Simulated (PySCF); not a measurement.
Mg4Te4

```xyz
8

Mg   -0.4587    1.7596   -0.6239
Te   -2.6558    0.0605   -0.6144
Mg   -1.0110   -0.4407    1.5702
Te    0.5638    1.8156    1.9568
Mg    1.9051   -0.0630    0.4095
Te    1.4716    0.6017   -2.2483
Mg   -0.3663   -1.3007   -1.3975
Te    0.6895   -2.5189    0.8640
```

Geometry: PBE0-D3(BJ)/def2-SVP; core potentials replace the inner electrons of Te.

These are results of wB97X-D/def2-SVPD, SCF density, gas phase, scalar-relativistic core potentials on the heavy atoms (PySCF 2.14.0), not measurements.

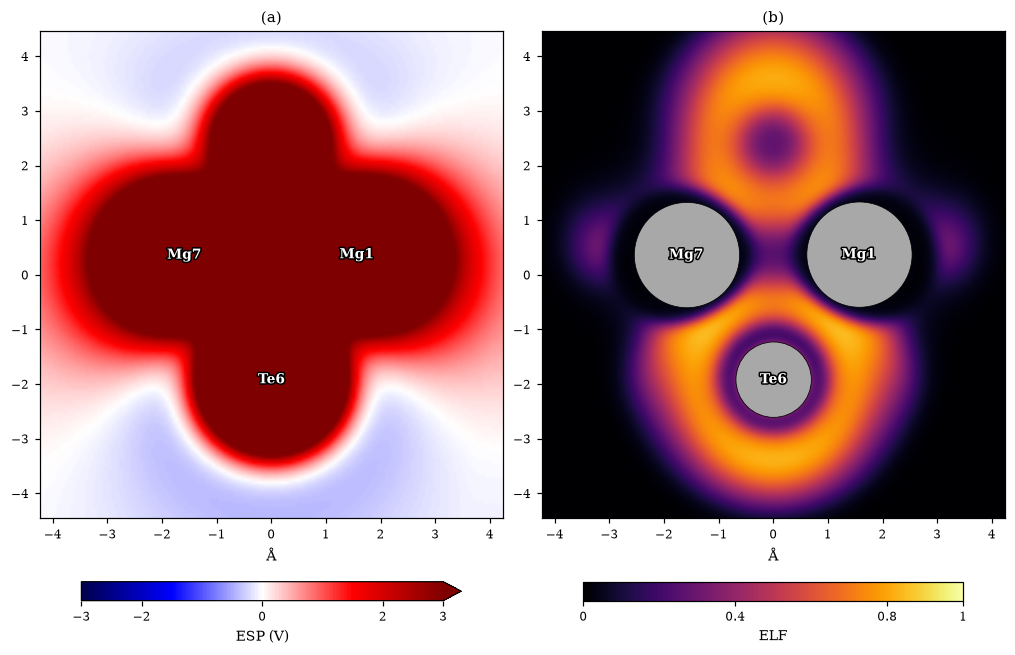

Figure 1. (a) electrostatic potential; (b) electron localisation function on the plane of atoms Mg1, Te6 and Mg7. Grey discs cover the atomic cores in the ELF map.

Interpret the plot.

Answer. Atoms in the plane: Mg and Te. Mg–Te (2.78 Å): the ELF peaks at about 0.80 in the valence shell of Te, 1.4 Å from its nucleus, and is about 0.80 at the midpoint. Outside the dense part of the molecule the potential is most negative (−0.4 V) near Te6.

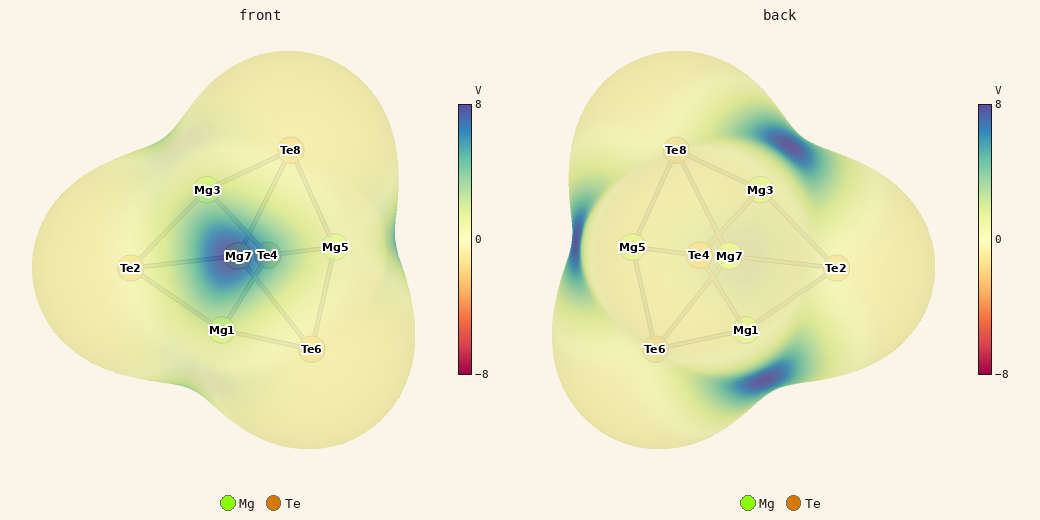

Figure 2. The molecular electrostatic potential painted on the density surface at 0.002 e/bohr³, seen from the front and from behind; the colour scale runs from red (negative) to blue (positive).

Describe the electrostatic potential map.

Answer. The most negative region (about −0.4 V, or −9 kcal/mol for a unit charge) lies over Te2, Te4, Te6 and Te8, the most positive (about +7.7 V, or +178 kcal/mol for a unit charge) over Mg1, Mg3, Mg5 and Mg7.
